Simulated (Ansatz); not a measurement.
The reference is GaAs in the zinc blende structure (space group F-43m, No. 216; a = 5.746 Å).

The change: full substitution As → P; the structure is relaxed again.

Level of theory: Ansatz (a program for electronic structure), PBE, PAW, cutoff 420 eV, spin-orbit coupling left out.

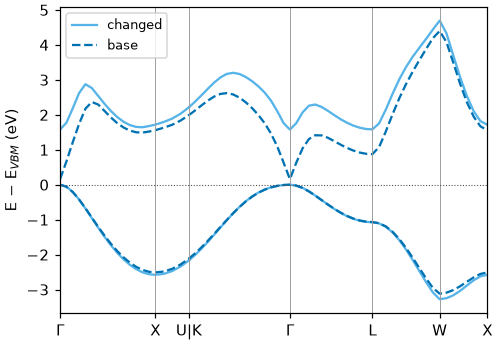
*Highest valence and lowest conduction band along the path, each from its own valence-band maximum*

Problem. Read the changed gap and its character from the plot.

Solution. About 1.6 eV, direct at Γ.

No phonon test of stability was made. The real GaP has an indirect gap at ambient pressure; PBE orders its close-lying valleys differently.
